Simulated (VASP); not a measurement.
# A VASP study of SrIr2 (LDA): structure first, properties next

Aim: relax SrIr2, then compute properties on the relaxed cell. The steps: relaxing cell and atoms (LDA), second relaxation, density, ELF and potential (LDA), bands along the symmetry lines (LDA), density of states (LDA), vibrations at Γ (LDA), volume scan with LDA and fit for LDA. Left out of this account: 1 further run (relaxation: it shows nothing beyond the runs told). The start is a computed cell from the Materials Project.

Main program and level: VASP 6.6.1; LDA; plane waves and PAW (Sr_sv, Ir).

## (1) The starting structure

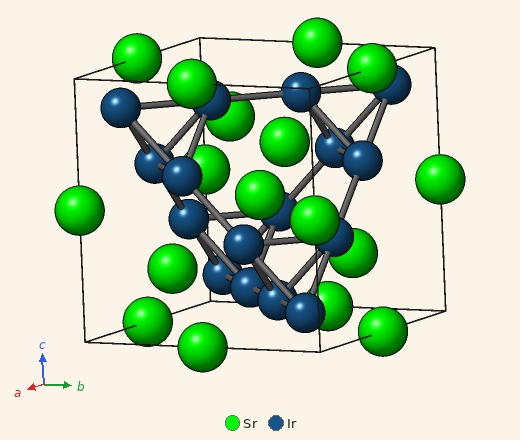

The starting structure, seen slightly off an axis (strontium green, iridium blue). This picture shows the conventional cell, with its axes. Some periodic images of atoms are drawn too.

## (2) Relaxing cell and atoms (LDA)

The start need not lie at this functional's minimum. ISIF = 3 frees volume, shape and positions, and EDIFFG sets the threshold on forces and stress at which the search stops. LDA, the lowest rung, knows the local density alone.

The input, INCAR:

```
SYSTEM = SrIr2
PREC = Accurate
ENCUT = 400
EDIFF = 1E-06
NELM = 100
ISMEAR = 1
SIGMA = 0.2
LREAL = .FALSE.
ALGO = Normal
GGA = CA
NBANDS = 34
LASPH = .TRUE.
LORBIT = 11
LWAVE = .FALSE.
LCHARG = .FALSE.
KPAR = 4
IBRION = 2
NSW = 60
ISIF = 3
EDIFFG = -0.01
```

The input, POSCAR:

```
SrIr2
1.0
    0.0000000000      3.8555160189      3.8555160189
    3.8555160189      0.0000000000      3.8555160189
    3.8555160189      3.8555160189      0.0000000000
Sr Ir
2 4
Direct
    0.2500000000      0.2500000000      0.2500000000
    0.0000000000      0.0000000000      0.0000000000
    0.6250000000      0.1250000000      0.6250000000
    0.6250000000      0.6250000000      0.1250000000
    0.1250000000      0.6250000000      0.6250000000
    0.6250000000      0.6250000000      0.6250000000
```

The input, KPOINTS:

```
Automatic mesh
0
Gamma
5 5 5
0 0 0
```

Potentials, in the order of the species: Sr_sv and Ir (LDA family, release 64).

Command:

```bash
$ mpirun -np 4 vasp_std
```

The log of the run:

```text
[banner, memory and clock lines left out]
running    4 mpi-ranks, on    1 nodes
 distrk:  each k-point on    1 cores,    4 groups
 distr:  one band on    1 cores,    1 groups

 POSCAR found type information on POSCAR SrIr
 POSCAR found :  2 types and       6 ions
 LDA part: xc-table for (Slater(with rela. corr.)+CA(PZ))
 , standard interpolation
 POSCAR, INCAR and KPOINTS ok, starting setup
 FFT: planning ... GRIDC
 FFT: planning ... GRID_SOFT
 FFT: planning ... GRID
 WAVECAR not read
 entering main loop
       N       E                     dE             d eps       ncg     rms          rms(c)
DAV:   1     0.481330313389E+03    0.48133E+03   -0.22182E+04   680   0.132E+03
DAV:   2    -0.231718781260E+01   -0.48365E+03   -0.47077E+03   682   0.444E+02
DAV:   3    -0.477296437094E+02   -0.45412E+02   -0.43679E+02  1094   0.110E+02
DAV:   4    -0.504533174599E+02   -0.27237E+01   -0.27012E+01  1024   0.269E+01
DAV:   5    -0.505305977561E+02   -0.77280E-01   -0.77214E-01  1072   0.338E+00    0.576E+01
DAV:   6    -0.471366316247E+02    0.33940E+01   -0.28510E+01  1040   0.310E+01    0.124E+01
DAV:   7    -0.467873626979E+02    0.34927E+00   -0.27761E+00  1002   0.998E+00    0.119E+01
DAV:   8    -0.466977692276E+02    0.89593E-01   -0.29962E-01   954   0.277E+00    0.249E+00
DAV:   9    -0.466891848573E+02    0.85844E-02   -0.63132E-02  1010   0.170E+00    0.686E-01
DAV:  10    -0.466890023562E+02    0.18250E-03   -0.39329E-03   904   0.336E-01    0.158E-01
DAV:  11    -0.466890309673E+02   -0.28611E-04   -0.26355E-04  1124   0.910E-02    0.618E-02
DAV:  12    -0.466890231439E+02    0.78234E-05   -0.78752E-05   972   0.511E-02    0.983E-03
DAV:  13    -0.466890226317E+02    0.51215E-06   -0.35087E-06   682   0.129E-02
   1 F= -.46689023E+02 E0= -.46686258E+02  d E =-.466890E+02
 curvature:   0.00 expect dE= 0.000E+00 dE for cont linesearch  0.000E+00
 trial: gam= 0.00000 g(F)=  0.146E-50 g(S)=  0.606E+00 ort = 0.000E+00 (trialstep = 0.100E+01)
 search vector abs. value=  0.606E+00
 bond charge predicted
       N       E                     dE             d eps       ncg     rms          rms(c)
DAV:   1    -0.526941423159E+02   -0.60051E+01   -0.17982E+02   726   0.119E+02    0.387E+01
DAV:   2    -0.470138819973E+02    0.56803E+01   -0.26114E+01   834   0.378E+01    0.555E+00
DAV:   3    -0.464792316975E+02    0.53465E+00   -0.14118E+00   904   0.710E+00    0.272E+00
DAV:   4    -0.463391423072E+02    0.14009E+00   -0.80309E-01  1042   0.408E+00    0.373E+00
DAV:   5    -0.463551297954E+02   -0.15987E-01   -0.10610E-01  1022   0.123E+00    0.256E+00
DAV:   6    -0.463754292691E+02   -0.20299E-01   -0.22774E-02   960   0.780E-01    0.104E+00
DAV:   7    -0.463813190885E+02   -0.58898E-02   -0.22683E-02  1282   0.612E-01    0.527E-01
DAV:   8    -0.463818641711E+02   -0.54508E-03   -0.26419E-03  1166   0.246E-01    0.304E-01
DAV:   9    -0.463818819350E+02   -0.17764E-04   -0.18282E-04   966   0.594E-02    0.675E-02
DAV:  10    -0.463818760627E+02    0.58723E-05   -0.17976E-05  1042   0.318E-02    0.552E-02
DAV:  11    -0.463818740021E+02    0.20606E-05   -0.40569E-06   770   0.103E-02    0.183E-02
DAV:  12    -0.463818738827E+02    0.11941E-06   -0.73862E-07   406   0.513E-03
   2 F= -.46381874E+02 E0= -.46377606E+02  d E =0.307149E+00
[...]
3 F= -.46800624E+02 E0= -.46797461E+02  d E =-.111601E+00
 curvature:  -0.16 expect dE=-0.713E-04 dE for cont linesearch -0.713E-04
 ZBRENT: interpolating
 opt :   0.3575  next Energy=   -46.800691 (dE=-0.112E+00)
 bond charge predicted
       N       E                     dE             d eps       ncg     rms          rms(c)
DAV:   1    -0.468011118607E+02   -0.48834E-03   -0.11392E-02   730   0.948E-01    0.213E-01
DAV:   2    -0.468007387371E+02    0.37312E-03   -0.18900E-03   982   0.318E-01    0.463E-02
DAV:   3    -0.468007011183E+02    0.37619E-04   -0.10041E-04   974   0.587E-02    0.384E-02
DAV:   4    -0.468006925374E+02    0.85809E-05   -0.39187E-05  1114   0.258E-02    0.397E-02
DAV:   5    -0.468006952617E+02   -0.27243E-05   -0.83415E-06   858   0.144E-02    0.924E-03
DAV:   6    -0.468006948603E+02    0.40146E-06   -0.70033E-06  1052   0.115E-02
   4 F= -.46800695E+02 E0= -.46797521E+02  d E =-.111672E+00
 curvature:  -0.15 expect dE=-0.119E-05 dE for cont linesearch -0.119E-05
 trial: gam=-0.00363 g(F)=  0.688E-51 g(S)=  0.805E-05 ort = 0.221E-02 (trialstep = 0.871E+00)
 search vector abs. value=  0.207E-09
 reached required accuracy - stopping structural energy minimisation
```

Wall time 38 s (4 MPI ranks of AMD EPYC 7R43, shared host); peak memory 0.67 GiB; 2.5 min of CPU time.

The logs omit lines about the potential files and the build; timing stands in the text.

From OUTCAR (step 2):

```text
ion  position               nearest neighbor table
   1  0.250  0.250  0.250-   3 3.20   4 3.20   5 3.20   3 3.20   5 3.20   6 3.20   4 3.20   5 3.20
                             6 3.20   3 3.20   4 3.20   6 3.20   2 3.34   2 3.34   2 3.34   2 3.34
   2  0.000  0.000  0.000-   3 3.20   4 3.20   6 3.20   4 3.20   5 3.20   6 3.20   3 3.20   5 3.20
                             6 3.20   3 3.20   4 3.20   5 3.20   1 3.34   1 3.34   1 3.34   1 3.34
   3  0.625  0.125  0.625-   6 2.73   4 2.73   4 2.73   5 2.73   6 2.73   5 2.73   1 3.20   1 3.20
                             2 3.20   1 3.20   2 3.20   2 3.20
   4  0.625  0.625  0.125-   6 2.73   3 2.73   5 2.73   6 2.73   3 2.73   5 2.73   1 3.20   2 3.20
                             2 3.20   1 3.20   2 3.20   1 3.20
   5  0.125  0.625  0.625-   6 2.73   4 2.73   3 2.73   3 2.73   4 2.73   6 2.73   1 3.20   2 3.20
                             1 3.20   2 3.20   1 3.20   2 3.20
   6  0.625  0.625  0.625-   3 2.73   4 2.73   5 2.73   4 2.73   3 2.73   5 2.73   2 3.20   1 3.20
                             2 3.20   1 3.20   2 3.20   1 3.20

  LATTYP: Found a face centered cubic cell.
 ALAT       =     7.7110320378

 Subroutine GETGRP returns: Found 48 space group operations
 (whereof 24 operations were pure point group operations)

The static configuration has the point symmetry T_d .
 The point group associated with its full space group is O_h .

 Found     10 irreducible k-points:

   k-points           NKPTS =     10   k-points in BZ     NKDIM =     10   number of bands    NBANDS=     34

   dimension x,y,z NGX =    36 NGY =   36 NGZ =   36
   dimension x,y,z NGXF=    72 NGYF=   72 NGZF=   72

   ENCUT  =  400.0 eV  29.40 Ry    5.42 a.u.   8.89  8.89  8.89*2*pi/ulx,y,z

   NELECT =      56.0000    total number of electrons

 k-points in reciprocal lattice and weights: Automatic mesh
   0.00000000  0.00000000  0.00000000       0.008
   0.20000000  0.00000000  0.00000000       0.064
   0.40000000  0.00000000  0.00000000       0.064
   0.20000000  0.20000000  0.00000000       0.048
   0.40000000  0.20000000  0.00000000       0.192
  -0.40000000  0.20000000  0.00000000       0.192
  -0.20000000  0.20000000  0.00000000       0.096
   0.40000000  0.40000000  0.00000000       0.048
  -0.40000000  0.40000000  0.00000000       0.096
  -0.40000000  0.40000000  0.20000000       0.192

 average (electrostatic) potential at core
       1 -33.0713       2 -33.0713       3 -51.6362       4 -51.6362       5 -51.6362
       6 -51.6362

 E-fermi :   6.2760

 k-point     1 :       0.0000    0.0000    0.0000
  band No.  band energies     occupation
    ...
     22       6.0099      2.06793
     23       6.0099      2.06793
     24       6.0099      2.06793
     25       6.0854      2.03914
     26       6.0854      2.03914
     27       7.0745     -0.00000
     28       7.0745     -0.00000
     29       7.6573     -0.00000
     30       7.7246     -0.00000
     31       7.7246     -0.00000
    ...

 k-point     2 :       0.2000    0.0000    0.0000
  band No.  band energies     occupation
    ...
     23       5.5015      2.00000
     24       5.9700      2.05258
     25       6.0283      2.07086
     26       6.0283      2.07086
     27       6.1308      1.93740
     28       6.7266     -0.00650
     29       6.7266     -0.00650
     30       7.7205     -0.00000
     31       8.0686     -0.00000
     32       8.0686     -0.00000
    ...

 k-point     3 :       0.4000    0.0000    0.0000
  band No.  band energies     occupation
    ...
     25       5.8867      2.01893
     26       5.8867      2.01893
     27       5.9070      2.02553
     28       6.3144      0.68176
     29       6.3144      0.68176
     30       8.1439     -0.00000
     31       8.6676     -0.00000
     32       8.8389     -0.00000
     33       8.8389     -0.00000
     34       9.8479     -0.00000

  Total       -0.0182650     -0.0182650     -0.0182650      0.0000000     -0.0000000     -0.0000000
  in kB       -0.2666619     -0.2666619     -0.2666619      0.0000000     -0.0000000     -0.0000000
  external PRESSURE =      -0.2666619 kB  Pullay stress =       0.0000000 kB

  energy-cutoff  :      400.00
  volume of cell :      109.74
      direct lattice vectors                 reciprocal lattice vectors
    -0.000000000  3.799964890  3.799964890    -0.131580163  0.131580163  0.131580163
     3.799964890  0.000000000  3.799964890     0.131580163 -0.131580163  0.131580163
     3.799964890  3.799964890  0.000000000     0.131580163  0.131580163 -0.131580163

 POSITION                                       TOTAL-FORCE (eV/Angst)
 -----------------------------------------------------------------------------------
      1.89998      1.89998      1.89998         0.000000      0.000000     -0.000000
     -0.00000      3.79996      3.79996        -0.000000     -0.000000      0.000000
      2.84997      4.74996      2.84997         0.000000      0.000000     -0.000000
      2.84997      2.84997      4.74996         0.000000     -0.000000     -0.000000
      4.74996      2.84997      2.84997         0.000000     -0.000000     -0.000000
      4.74996      4.74996      4.74996         0.000000      0.000000     -0.000000
 -----------------------------------------------------------------------------------
    total drift:                               -0.000000     -0.000000      0.000000

  FREE ENERGIE OF THE ION-ELECTRON SYSTEM (eV)
  ---------------------------------------------------
  free  energy   TOTEN  =       -46.8006948603 eV

  energy  without entropy=      -46.7911739822  energy(sigma->0) =      -46.79752123

 reached required accuracy - stopping structural energy minimisation

 total charge
# of ion       s       p       d       tot
------------------------------------------
    1        2.042   5.789   0.367   8.198
    2        2.042   5.789   0.367   8.198
    3        0.751   0.515   7.066   8.332
    4        0.751   0.515   7.066   8.332
    5        0.751   0.515   7.066   8.332
    6        0.751   0.515   7.066   8.332
--------------------------------------------------
tot          7.088  13.639  28.998  49.726

[... 3 further parts left out ...]
```

CONTCAR:

```
SrIr2
   1.00000000000000
    -0.0000000000000000    3.7999648901032548    3.7999648901032548
     3.7999648901032548    0.0000000000000000    3.7999648901032548
     3.7999648901032548    3.7999648901032548    0.0000000000000000
  Sr              Ir
     2     4
Direct
     0.2500000000000000    0.2500000000000000    0.2500000000000000
     1.0000000000000000    0.0000000000000000    0.0000000000000000
     0.6250000000000000    0.1250000000000000    0.6250000000000000
     0.6250000000000000    0.6250000000000000    0.1250000000000000
     0.1250000000000000    0.6250000000000000    0.6250000000000000
     0.6250000000000000    0.6250000000000000    0.6250000000000000
```

The k-mesh is coarse for a metal. The run keeps the 48 symmetry operations of its start, so it cannot find a distortion of lower symmetry.

Step by step:

```
step  energy less that of the first step (eV)  largest force (eV/Å)  pressure (GPa)  volume (Å³)
   1                                   0.0000                0.0000           -7.01       114.62
   2                                   0.3071                0.0000           17.22       101.31
   3                                  -0.1116                0.0000           -0.20       109.85
   4                                  -0.1117                0.0000           -0.03       109.74
```

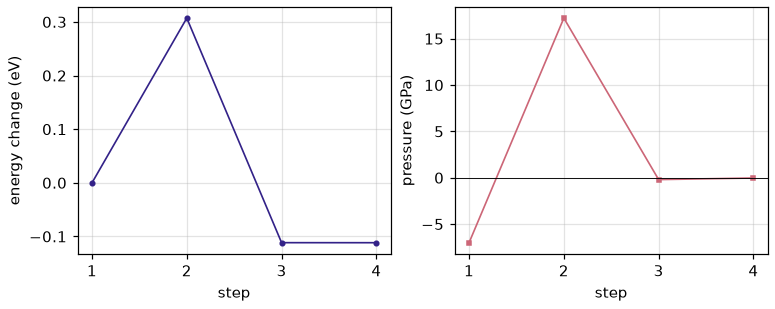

Energy and pressure along the relaxation.

```
conventional cell, symmetrised  before  after  change
                         a (Å)   7.711  7.600  -1.4 %
                         b (Å)   7.711  7.600  -1.4 %
                         c (Å)   7.711  7.600  -1.4 %
              volume (Å³/atom)   19.10  18.29  -4.3 %
```

The relaxed structure:

```xyz
6
Lattice="0.0000 3.8000 3.8000 3.8000 0.0000 3.8000 3.8000 3.8000 0.0000" Properties=species:S:1:pos:R:3 pbc="T T T"
Sr    1.9000    1.9000    1.9000
Sr    0.0000    0.0000    0.0000
Ir    2.8500    4.7500    2.8500
Ir    2.8500    2.8500    4.7500
Ir    4.7500    2.8500    2.8500
Ir    4.7500    4.7500    4.7500
```

Numbers from this step:

* electrons: 56
* bands: 34
* irreducible k-points: 10
* symmetry operations: 48
* free energy (TOTEN): -46.80 eV
* energy at zero smearing: -46.80 eV
* Fermi energy: 6.276 eV
* pressure: -0.02667 GPa
* metallic: yes
* SCF cycles over all ionic steps: 42

It ends with forces that vanish by symmetry and a pressure of -0.03 GPa.

## (3) Second relaxation

A relaxation keeps the plane waves of the cell it began with, so it is repeated from the new cell, on a basis made for it.

INCAR is that of step 2.

Changes to POSCAR since step 2:

```diff
@@ -2,5 +2,5 @@
 1.0
-    0.0000000000      3.8555160189      3.8555160189
-    3.8555160189      0.0000000000      3.8555160189
-    3.8555160189      3.8555160189      0.0000000000
+    0.0000000000      3.7999648901      3.7999648901
+    3.7999648901      0.0000000000      3.7999648901
+    3.7999648901      3.7999648901      0.0000000000
 Sr Ir
```

KPOINTS is that of step 2.

Command:

```bash
$ mpirun -np 4 vasp_std
```

The log of the run:

```text
[... set-up lines as in an earlier step ...]
 entering main loop
       N       E                     dE             d eps       ncg     rms          rms(c)
DAV:   1     0.495014660118E+03    0.49501E+03   -0.22069E+04   680   0.132E+03
DAV:   2    -0.179582832412E+01   -0.49681E+03   -0.48379E+03   680   0.452E+02
DAV:   3    -0.476229017433E+02   -0.45827E+02   -0.44415E+02  1036   0.113E+02
DAV:   4    -0.506178790327E+02   -0.29950E+01   -0.29767E+01  1072   0.274E+01
DAV:   5    -0.507206092949E+02   -0.10273E+00   -0.10265E+00  1030   0.394E+00    0.623E+01
DAV:   6    -0.472505238762E+02    0.34701E+01   -0.27821E+01  1048   0.311E+01    0.141E+01
DAV:   7    -0.469000204306E+02    0.35050E+00   -0.26426E+00  1032   0.995E+00    0.129E+01
DAV:   8    -0.468079225894E+02    0.92098E-01   -0.28134E-01   934   0.277E+00    0.242E+00
DAV:   9    -0.467996567314E+02    0.82659E-02   -0.58843E-02  1010   0.165E+00    0.701E-01
DAV:  10    -0.467994868589E+02    0.16987E-03   -0.42692E-03   928   0.347E-01    0.166E-01
DAV:  11    -0.467995160392E+02   -0.29180E-04   -0.17306E-04  1052   0.769E-02    0.591E-02
DAV:  12    -0.467995108015E+02    0.52377E-05   -0.45360E-05   980   0.416E-02    0.919E-03
DAV:  13    -0.467995104385E+02    0.36302E-06   -0.15698E-06   474   0.945E-03
   1 F= -.46799510E+02 E0= -.46796336E+02  d E =-.467995E+02
 curvature:   0.00 expect dE= 0.000E+00 dE for cont linesearch  0.000E+00
 trial: gam= 0.00000 g(F)=  0.340E-49 g(S)=  0.245E-06 ort = 0.000E+00 (trialstep = 0.100E+01)
 search vector abs. value=  0.245E-06
 reached required accuracy - stopping structural energy minimisation
```

Run time: 13 s. Hardware: 4 MPI ranks; peak memory 0.6 GiB.

From OUTCAR (step 3):

```text
  LATTYP: Found a face centered cubic cell.
 ALAT       =     7.5999297802

 Found     10 irreducible k-points:

   ENCUT  =  400.0 eV  29.40 Ry    5.42 a.u.   8.76  8.76  8.76*2*pi/ulx,y,z

   NELECT =      56.0000    total number of electrons

 E-fermi :   6.2759

 k-point     1 :       0.0000    0.0000    0.0000
  band No.  band energies     occupation
    ...
     22       6.0097      2.06792
     23       6.0097      2.06792
     24       6.0097      2.06792
     25       6.0852      2.03917
     26       6.0852      2.03917
     27       7.0745     -0.00000
     28       7.0745     -0.00000
     29       7.6573     -0.00000
     30       7.7246     -0.00000
     31       7.7246     -0.00000
    ...

 k-point     2 :       0.2000    0.0000    0.0000
  band No.  band energies     occupation
    ...
     23       5.5014      2.00000
     24       5.9698      2.05257
     25       6.0282      2.07086
     26       6.0282      2.07086
     27       6.1308      1.93701
     28       6.7265     -0.00650
     29       6.7265     -0.00650
     30       7.7205     -0.00000
     31       8.0686     -0.00000
     32       8.0686     -0.00000
    ...

  Total       -0.0031861     -0.0031861     -0.0031861      0.0000000      0.0000000      0.0000000
  in kB       -0.0465160     -0.0465160     -0.0465160      0.0000000      0.0000000      0.0000000
  external PRESSURE =      -0.0465160 kB  Pullay stress =       0.0000000 kB

  energy-cutoff  :      400.00
  volume of cell :      109.74
      direct lattice vectors                 reciprocal lattice vectors
     0.000000000  3.799964890  3.799964890    -0.131580163  0.131580163  0.131580163
     3.799964890  0.000000000  3.799964890     0.131580163 -0.131580163  0.131580163
     3.799964890  3.799964890  0.000000000     0.131580163  0.131580163 -0.131580163

 POSITION                                       TOTAL-FORCE (eV/Angst)
 -----------------------------------------------------------------------------------
      1.89998      1.89998      1.89998         0.000000      0.000000      0.000000
      0.00000      0.00000      0.00000        -0.000000     -0.000000     -0.000000
      2.84997      4.74996      2.84997         0.000000      0.000000      0.000000
      2.84997      2.84997      4.74996         0.000000      0.000000      0.000000
      4.74996      2.84997      2.84997         0.000000      0.000000      0.000000
      4.74996      4.74996      4.74996         0.000000      0.000000      0.000000
 -----------------------------------------------------------------------------------
    total drift:                                0.000000      0.000000      0.000000

  FREE ENERGIE OF THE ION-ELECTRON SYSTEM (eV)
  ---------------------------------------------------
  free  energy   TOTEN  =       -46.7995104385 eV

  energy  without entropy=      -46.7899874400  energy(sigma->0) =      -46.79633611

 total charge
# of ion       s       p       d       tot
------------------------------------------
    1        2.042   5.788   0.367   8.197
    2        2.042   5.788   0.367   8.197
    3        0.751   0.515   7.066   8.332
    4        0.751   0.515   7.066   8.332
    5        0.751   0.515   7.066   8.332
    6        0.751   0.515   7.066   8.332
--------------------------------------------------
tot          7.088  13.637  28.998  49.723

[... 6 parts as in an earlier step ...]

[... 6 further parts left out ...]
```

CONTCAR:

```
SrIr2
   1.00000000000000
     0.0000000000000000    3.7999648901000000    3.7999648901000000
     3.7999648901000000    0.0000000000000000    3.7999648901000000
     3.7999648901000000    3.7999648901000000    0.0000000000000000
  Sr              Ir
     2     4
Direct
     0.2500000000000000    0.2500000000000000    0.2500000000000000
     0.0000000000000000    0.0000000000000000    0.0000000000000000
     0.6250000000000000    0.1250000000000000    0.6250000000000000
     0.6250000000000000    0.6250000000000000    0.1250000000000000
     0.1250000000000000    0.6250000000000000    0.6250000000000000
     0.6250000000000000    0.6250000000000000    0.6250000000000000
```

Little changed from the start: no atom moved by 0.005 Å and no cell edge by 0.1 %.

Numbers from this step:

- pressure: -0.004652 GPa
- SCF cycles over all ionic steps: 13

It ends with forces that vanish by symmetry and a pressure of 0.00 GPa. The volume moved by under 0.01 %: the run met its threshold at the first step.

[end of part 1 of 6]

[Lines on the potential files, build, host, timing and source positions are cut from VASP's logs without a mark.]

[Logs are printed without paths, hosts, clocks, repeated set-up lines and the standing remarks that a program may print on its own settings, such as how far it seeks lower states.]

[Hosts, paths, dates, database ids (printed as entryN), source tags and the programs' standing remarks are cut or masked in the printed files.]

[A measured line is paired with the nearest computed mode of its activity, which favours agreement.]
